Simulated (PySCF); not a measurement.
Input file:

```
{"job": {"kind": "nmr", "xc": "PBE0", "basis": "pcSseg-1"}, "charge": 0, "multiplicity": 1}
C      2.985285    -1.254269    -0.601655
N      1.606137    -0.945433    -0.395948
C      1.246003    -0.191541     0.543681
Si    -0.580484     0.228791     0.768816
C     -1.756580    -0.784255    -0.350470
Si    -2.249891     0.770717    -1.358280
C     -1.112770     1.800643    -0.201866
H      3.101626    -2.338456    -0.564312
H      3.262221    -0.928366    -1.605601
H      3.657368    -0.787044     0.133503
H      1.988879     0.247984     1.233562
H     -0.874898     0.251342     2.210477
H     -1.255214    -1.555935    -0.926460
H     -2.578703    -1.263493     0.173520
H     -1.837345     0.760063    -2.762726
H     -3.668580     1.130904    -1.265978
H     -0.305441     2.325546    -0.705641
H     -1.636373     2.539120     0.398961
```

Run with:

```sh
OMP_NUM_THREADS=1 python probes_run.py task.json out
```

Geometry: GFN2-xTB.

Computed with PBE0/pcSseg-1, SCF density, gas phase, non-relativistic in PySCF 2.14.0.

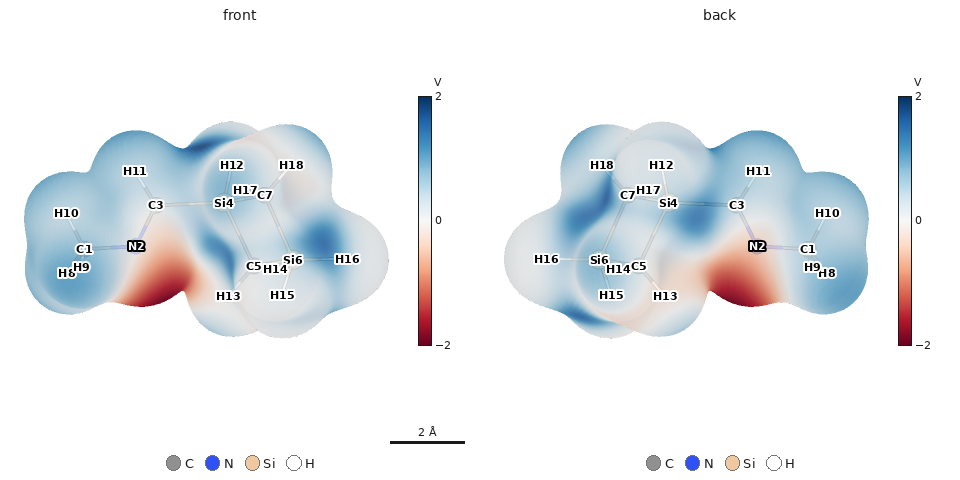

C$_{4}$H$_{11}$NSi$_{2}$ (SMILES C/N=C/[SiH]1C[SiH2]C1). The molecular electrostatic potential painted on the density surface at 0.004 e/bohr³, seen from the front and from behind; the colour scale runs from red (negative) to blue (positive).

Q: Where is the surface potential most negative and most positive?

A: The most negative region (about −1.9 V) lies over N2, the most positive (about +1.7 V) over Si4. N2 is the likeliest acceptor of a hydrogen bond.
